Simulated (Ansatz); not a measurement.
Ga17SiN18: geometry relaxation (part 4 of 4)

Continued. System: Ga17SiN18 (defect cell, 36 atoms in the cell). Method: DFT LDA, scalar-relativistic, plane waves, PAW, spin-polarised (Ansatz 0.2.0); cutoff 420 eV, 2×2×2 k-mesh, Gaussian smearing of 0.01 eV, collinear spins. The structure derives from a Materials Project entry. It belongs to a series of runs on one base structure; here: Si on a Ga site (b), charge +0, atoms relaxed at the host's cell.

**Trajectory as extended XYZ (Å, eV, eV/Å), 5 frames, from step=1 to step=5**
```
36
Lattice="4.7277 -2.7295 5.1385 0.0000 5.4591 5.1385 -4.7277 -2.7295 5.1385" Properties=species:S:1:pos:R:3:forces:R:3 step=1 energy=-70377.43066
Si    0.0658   -1.8926    7.7847   -0.4827   0.8661  -1.4604
Ga   -1.5759    0.9098    7.7041    0.1618   0.0394   0.0307
Ga    3.1518   -1.8197    7.7041   -0.1761   0.0401  -0.0702
Ga   -3.1518   -1.8197    7.7041   -0.1277  -0.2665   0.1498
Ga    1.5759    0.9098    7.7041   -0.2135   0.5019   0.1225
Ga    1.5759    0.9098   12.8426    0.4356  -0.2763   0.1479
Ga    0.0000    3.6394    7.7041    0.0336  -0.0661   0.0503
Ga    0.0000   -1.8197   12.8426    0.0351   0.0244   0.1886
Ga   -1.5759    0.9098   12.8426   -0.4504  -0.1401   0.0832
Ga   -1.5759   -0.9098   10.2734    0.0636   0.0236   0.0166
Ga   -3.1518    1.8197   10.2734   -0.1012  -0.0314   0.0194
Ga    1.5759   -0.9098   10.2734    1.9695   1.1743   0.9112
Ga    0.0000    1.8197    5.1349   -0.0146   0.0846   0.0622
Ga    0.0000    1.8197   10.2734   -0.0225   0.1349  -1.0362
Ga    0.0000   -3.6394   10.2734    0.1353  -0.9671   0.4671
Ga   -1.5759   -0.9098    5.1349    0.1804  -0.1179  -0.1856
Ga    3.1518    1.8197   10.2734    0.1104  -0.1218  -0.0048
Ga    1.5759   -0.9098    5.1349   -0.2319  -0.0160  -1.4077
N     0.1723   -1.8556    9.6666   -3.0161  -0.1838  -3.0991
N    -1.5759    0.9098    9.6383    0.1273  -0.2021  -0.0252
N    -1.5759    0.9098    4.4998    0.1066   0.0684  -0.0497
N     1.5759    0.9098    4.4998    0.3111   0.0184  -0.1077
N     1.5759    0.9098    9.6383   -0.0113  -0.1025  -0.0796
N    -3.1518   -1.8197    4.4998   -0.0299  -0.0528   0.0024
N     0.0000   -1.8197    4.4998   -0.0305  -0.0517  -0.0881
N     0.0000    3.6394    4.4998   -0.0041   0.0070  -0.0292
N     3.1518   -1.8197    4.4998    0.1310   0.2311  -0.0279
N    -1.5475   -0.9507    7.0836    1.8241  -0.8238   1.0053
N    -3.1518    1.8197    7.0690   -0.0257  -0.0229  -0.0459
N     1.4739   -0.8647    6.9769   -0.6375  -2.0239   2.9372
N     0.0000    1.8197    1.9305   -0.1396   0.0706  -0.1431
N     0.0000    1.8197    7.0690   -0.0611   0.0290   0.0039
N     0.0003   -3.6466    7.0206    0.1389   2.0742   1.8934
N    -1.5759   -0.9098    1.9305   -0.1561   0.1507  -0.0738
N     3.1518    1.8197    7.0690    0.0989  -0.0807  -0.1478
N     1.5759   -0.9098    1.9305    0.0693   0.0087  -0.0101
36
Lattice="4.7277 -2.7295 5.1385 0.0000 5.4591 5.1385 -4.7277 -2.7295 5.1385" Properties=species:S:1:pos:R:3:forces:R:3 step=2 energy=-70378.36557
Si    0.0299   -1.8478    7.7235   -0.2857   0.4254  -0.6026
Ga   -1.5714    0.9127    7.7045    0.0772   0.1375   0.0498
Ga    3.1808   -1.8371    7.7185   -0.2304   0.0638  -0.1064
Ga   -3.1467   -1.8248    7.7061   -0.2139  -0.2350   0.1140
Ga    1.5715    0.9044    7.7115   -0.1065   0.3877   0.1227
Ga    1.5843    0.9055   12.8466    0.2794  -0.1292   0.0563
Ga    0.0029    3.6362    7.7016    0.0280  -0.0172   0.0135
Ga    0.0032   -1.8203   12.8448    0.0102  -0.0093   0.1449
Ga   -1.5808    0.9126   12.8485   -0.2922  -0.0922   0.1144
Ga   -1.5970   -0.8968   10.2783    0.2349  -0.1117  -0.1015
Ga   -3.1504    1.8173   10.2726   -0.0808   0.0147   0.0263
Ga    1.5600   -0.9216   10.2557    1.1836   0.6370   0.5281
Ga    0.0064    1.8187    5.1378   -0.0677   0.0751   0.0259
Ga    0.0042    1.8264   10.2825    0.0148  -0.0079  -0.6888
Ga    0.0017   -3.6341   10.2584    0.0844  -0.5679   0.2677
Ga   -1.5637   -0.9175    5.1404    0.0074  -0.0307  -0.2554
Ga    3.1569    1.8166   10.2682    0.0393  -0.0456   0.0197
Ga    1.5691   -0.9171    5.1579   -0.0165   0.0133  -0.9942
N     0.0877   -1.8329    9.5685   -1.6146  -0.0794  -2.0523
N    -1.5685    0.9141    9.6385    0.0487  -0.0994   0.0457
N    -1.5698    0.9057    4.5098   -0.0237  -0.0276  -0.0280
N     1.5793    0.8993    4.5015    0.1135   0.0159   0.0263
N     1.5754    0.9057    9.6428   -0.0538  -0.0325   0.0047
N    -3.1451   -1.8213    4.5028   -0.0183   0.0515   0.0019
N     0.0048   -1.8234    4.4950   -0.0127   0.0156   0.0770
N     0.0044    3.6360    4.4990    0.0097   0.0024  -0.0121
N     3.1493   -1.8141    4.5051    0.0552   0.0786  -0.0015
N    -1.5268   -0.9529    7.0974    1.7574  -0.8319   0.7043
N    -3.1524    1.8159    7.0566   -0.0981  -0.0472  -0.0932
N     1.4985   -0.9185    7.0473   -0.9657  -1.4021   1.6813
N     0.0074    1.8226    1.9182   -0.0338   0.0948  -0.0931
N     0.0020    1.8184    7.0696    0.0081  -0.0790  -0.0185
N     0.0031   -3.5912    7.0647    0.0613   1.7664   1.2100
N    -1.5736   -0.9144    1.9243   -0.0797   0.0795   0.0228
N     3.1512    1.8172    7.0726    0.1074  -0.0463  -0.1888
N     1.5769   -0.9112    1.9283    0.0748   0.0317  -0.0196
36
Lattice="4.7277 -2.7295 5.1385 0.0000 5.4591 5.1385 -4.7277 -2.7295 5.1385" Properties=species:S:1:pos:R:3:forces:R:3 step=3 energy=-70378.93162
Si    0.0057   -1.8216    7.7044   -0.0307  -0.0238   0.0235
Ga   -1.5654    0.9212    7.7098    0.0562  -0.3058  -0.0068
Ga    3.1638   -1.8339    7.7162   -0.2224   0.0800  -0.1044
Ga   -3.1542   -1.8355    7.7127    0.2393   0.1114  -0.0408
Ga    1.5713    0.9191    7.7195    0.0098  -0.2286  -0.1234
Ga    1.5968    0.9031   12.8541   -0.2461   0.2330  -0.1148
Ga    0.0049    3.6362    7.6921   -0.0290   0.0268  -0.0198
Ga    0.0077   -1.8223   12.8526   -0.0639  -0.0119  -0.0183
Ga   -1.5914    0.9076   12.8569    0.2734   0.1503  -0.1131
Ga   -1.5856   -0.9058   10.2624    0.2657  -0.1335  -0.1522
Ga   -3.1509    1.8151   10.2758    0.0809  -0.0137   0.0060
Ga    1.5895   -0.9080   10.2577   -0.1975  -0.1178  -0.1251
Ga    0.0045    1.8202    5.1383    0.0417  -0.0543  -0.0115
Ga    0.0056    1.8351   10.2643   -0.0472   0.0096   0.3171
Ga    0.0059   -3.6578   10.2586   -0.0236   0.2866  -0.1274
Ga   -1.5568   -0.9215    5.1232    0.0493  -0.0210   0.3008
Ga    3.1602    1.8126   10.2739   -0.0228   0.0557   0.0466
Ga    1.5647   -0.9228    5.1334    0.0046   0.0168   0.1979
N     0.0056   -1.8231    9.4801   -0.0245   0.0049   0.1163
N    -1.5644    0.9103    9.6456   -0.0579   0.0819  -0.0045
N    -1.5679    0.8996    4.5077    0.0229   0.0223   0.0332
N     1.5808    0.8982    4.5085   -0.1024  -0.0009   0.0067
N     1.5751    0.9127    9.6494    0.0334   0.0117   0.0002
N    -3.1389   -1.8218    4.5076    0.0134  -0.0566   0.0155
N     0.0057   -1.8224    4.4823   -0.0012   0.0038  -0.0693
N     0.0061    3.6354    4.5014   -0.0102   0.0025   0.0287
N     3.1492   -1.8208    4.5099   -0.0400  -0.0640   0.0279
N    -1.4429   -0.9866    7.1179   -0.1330   0.0921  -0.0351
N    -3.1573    1.8112    7.0492    0.0453   0.0180   0.0108
N     1.4556   -0.9843    7.1233    0.0833   0.0546  -0.0318
N     0.0029    1.8278    1.9116    0.0352  -0.0368   0.0285
N     0.0052    1.8137    7.0671   -0.0072   0.0742  -0.0146
N     0.0020   -3.4941    7.1235    0.0323  -0.1802  -0.0736
N    -1.5756   -0.9091    1.9276    0.0869  -0.0744  -0.0027
N     3.1656    1.8116    7.0529   -0.0438   0.0122   0.0503
N     1.5818   -0.9114    1.9278   -0.0712  -0.0249  -0.0189
36
Lattice="4.7277 -2.7295 5.1385 0.0000 5.4591 5.1385 -4.7277 -2.7295 5.1385" Properties=species:S:1:pos:R:3:forces:R:3 step=4 energy=-70378.95562
Si    0.0045   -1.8228    7.7039    0.0008  -0.0005  -0.0051
Ga   -1.5617    0.9087    7.7110   -0.0084   0.0132   0.0015
Ga    3.1534   -1.8322    7.7112    0.0142   0.0019   0.0008
Ga   -3.1441   -1.8321    7.7111   -0.0163   0.0009   0.0012
Ga    1.5708    0.9088    7.7113    0.0099   0.0121  -0.0002
Ga    1.5870    0.9141   12.8496    0.0059  -0.0127   0.0006
Ga    0.0045    3.6362    7.6928   -0.0002   0.0014   0.0020
Ga    0.0047   -1.8227   12.8548   -0.0002  -0.0004  -0.0035
Ga   -1.5782    0.9141   12.8497   -0.0040  -0.0138   0.0014
Ga   -1.5711   -0.9131   10.2534   -0.0202   0.0114   0.0259
Ga   -3.1480    1.8161   10.2748   -0.0167  -0.0100  -0.0037
Ga    1.5803   -0.9132   10.2531    0.0220   0.0134   0.0273
Ga    0.0047    1.8175    5.1364   -0.0008   0.0196  -0.0024
Ga    0.0044    1.8359   10.2792    0.0024  -0.0141  -0.0163
Ga    0.0046   -3.6419   10.2532   -0.0007  -0.0263   0.0274
Ga   -1.5544   -0.9228    5.1406   -0.0115   0.0084  -0.0163
Ga    3.1570    1.8163   10.2748    0.0178  -0.0110  -0.0025
Ga    1.5636   -0.9226    5.1409    0.0132   0.0060  -0.0177
N     0.0045   -1.8227    9.4778    0.0002   0.0002  -0.0131
N    -1.5636    0.9114    9.6474   -0.0035   0.0037  -0.0043
N    -1.5708    0.8976    4.5092    0.0006   0.0002  -0.0061
N     1.5803    0.8976    4.5091   -0.0036   0.0010  -0.0064
N     1.5727    0.9115    9.6476    0.0014   0.0031  -0.0040
N    -3.1392   -1.8185    4.5091    0.0007  -0.0028  -0.0055
N     0.0047   -1.8229    4.4843   -0.0003   0.0002   0.0094
N     0.0045    3.6363    4.5051    0.0002   0.0010   0.0034
N     3.1484   -1.8183    4.5091   -0.0023  -0.0037  -0.0050
N    -1.4439   -0.9865    7.1218   -0.0132   0.0065  -0.0007
N    -3.1552    1.8121    7.0501    0.0024  -0.0009   0.0060
N     1.4531   -0.9864    7.1222    0.0123   0.0048  -0.0030
N     0.0045    1.8260    1.9118    0.0022  -0.0044   0.0055
N     0.0047    1.8133    7.0659   -0.0009   0.0036  -0.0009
N     0.0044   -3.4954    7.1221    0.0005  -0.0135  -0.0026
N    -1.5742   -0.9113    1.9274    0.0036  -0.0015   0.0002
N     3.1645    1.8118    7.0503   -0.0042   0.0042   0.0057
N     1.5832   -0.9113    1.9273   -0.0034  -0.0013   0.0009
36
Lattice="4.7277 -2.7295 5.1385 0.0000 5.4591 5.1385 -4.7277 -2.7295 5.1385" Properties=species:S:1:pos:R:3:forces:R:3 step=5 energy=-70378.95591
Si    0.0046   -1.8228    7.7032    0.0001   0.0000   0.0019
Ga   -1.5620    0.9092    7.7111   -0.0005  -0.0002  -0.0001
Ga    3.1538   -1.8321    7.7112   -0.0002   0.0006  -0.0002
Ga   -3.1447   -1.8321    7.7112    0.0001   0.0004  -0.0003
Ga    1.5711    0.9092    7.7112    0.0007  -0.0003  -0.0003
Ga    1.5873    0.9136   12.8496   -0.0006   0.0000  -0.0002
Ga    0.0046    3.6363    7.6941    0.0001   0.0002  -0.0012
Ga    0.0046   -1.8228   12.8543   -0.0001   0.0000  -0.0014
Ga   -1.5781    0.9136   12.8496    0.0006  -0.0001  -0.0003
Ga   -1.5721   -0.9125   10.2545    0.0005  -0.0003   0.0011
Ga   -3.1490    1.8156   10.2750    0.0001   0.0000   0.0004
Ga    1.5813   -0.9125   10.2545   -0.0004  -0.0002   0.0013
Ga    0.0046    1.8186    5.1365    0.0001   0.0001   0.0002
Ga    0.0046    1.8350   10.2780    0.0003  -0.0023   0.0001
Ga    0.0046   -3.6434   10.2545    0.0001   0.0005   0.0011
Ga   -1.5553   -0.9222    5.1395   -0.0020   0.0012   0.0001
Ga    3.1582    1.8156   10.2750    0.0000  -0.0001   0.0002
Ga    1.5645   -0.9222    5.1395    0.0022   0.0011  -0.0002
N     0.0046   -1.8228    9.4774   -0.0001  -0.0001   0.0013
N    -1.5643    0.9116    9.6473   -0.0011   0.0004  -0.0008
N    -1.5706    0.8982    4.5088    0.0005   0.0006  -0.0010
N     1.5797    0.8982    4.5088   -0.0008   0.0007  -0.0008
N     1.5735    0.9117    9.6473    0.0008   0.0003  -0.0008
N    -3.1395   -1.8192    4.5088   -0.0002  -0.0009  -0.0010
N     0.0046   -1.8228    4.4853   -0.0002   0.0000   0.0007
N     0.0046    3.6363    4.5046   -0.0001   0.0000  -0.0002
N     3.1486   -1.8192    4.5088    0.0000  -0.0009  -0.0006
N    -1.4446   -0.9861    7.1214   -0.0056   0.0030  -0.0018
N    -3.1552    1.8120    7.0508    0.0011   0.0005   0.0020
N     1.4537   -0.9861    7.1215    0.0056   0.0032  -0.0019
N     0.0046    1.8258    1.9123    0.0001  -0.0012   0.0020
N     0.0046    1.8139    7.0661    0.0000  -0.0001   0.0002
N     0.0046   -3.4961    7.1215   -0.0001  -0.0066  -0.0020
N    -1.5737   -0.9116    1.9276    0.0000  -0.0001   0.0002
N     3.1644    1.8120    7.0508   -0.0012   0.0005   0.0021
N     1.5828   -0.9116    1.9276    0.0002   0.0000   0.0003
```

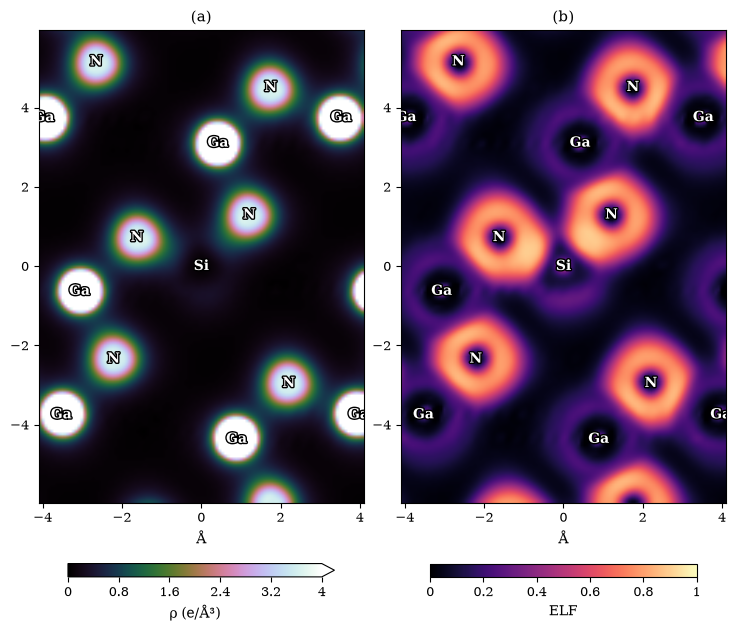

Fig. 1: (a) valence electron density; (b) electron localisation function on the (101̄) plane of the calculation cell. Atoms in the plane: Si, Ga and N. Ga–N (1.93 Å): ρ is about 0.77 e/Å³ halfway; the ELF is about 0.50 at the midpoint. Ga–N (1.99 Å): ρ is about 0.69 e/Å³ halfway; the ELF is about 0.45 at the midpoint. Away from the nuclei the density in this plane falls to 0.01 e/Å³ at its lowest. Core electrons are frozen (PAW), so the fields are smoothed inside the atomic spheres.

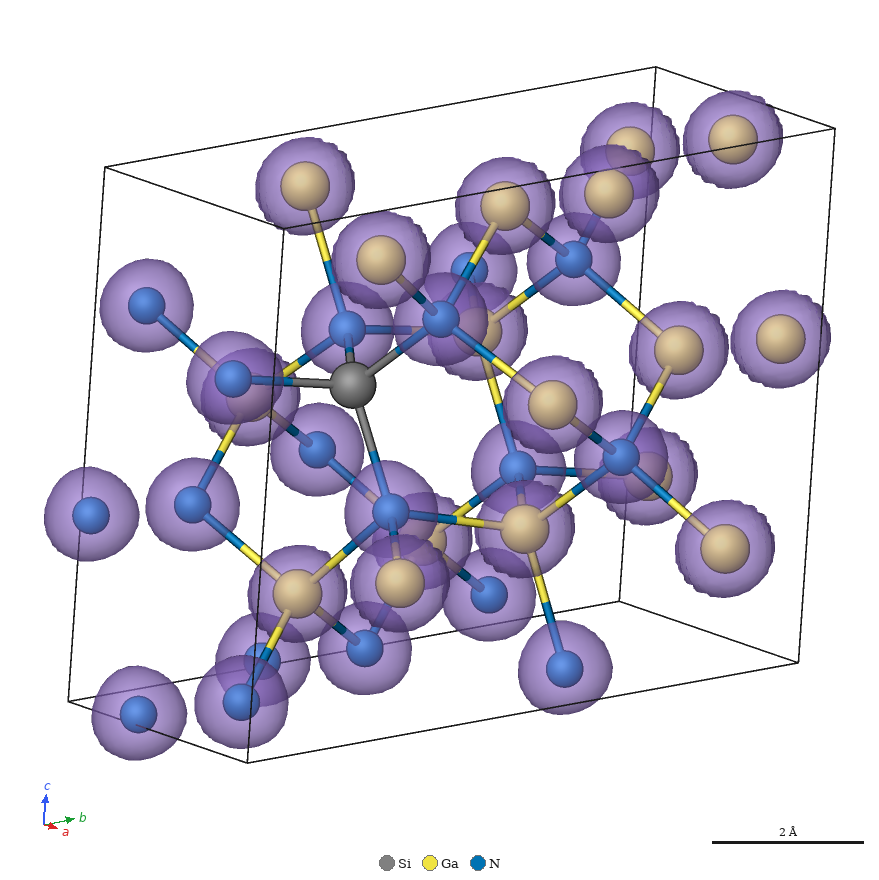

Fig. 2: Isosurface of the valence electron density at 1.5 e/Å³ (purple), seen slightly off an axis. Sticks mark near contacts. The outline is the calculation cell. At this value the density breaks into separate islands; it holds about 60 % of the electrons treated as valence (semicore included). It is pinched off along the Si–N (1.77 Å), Ga–N (1.92 Å) and Ga–N (1.98 Å) contacts. On the grid the lowest density along these lines, outside the cores, is 0.81 e/Å³ (Si–N, 1.77 Å), 0.78 e/Å³ (Ga–N, 1.92 Å) and 0.68 e/Å³ (Ga–N, 1.98 Å).
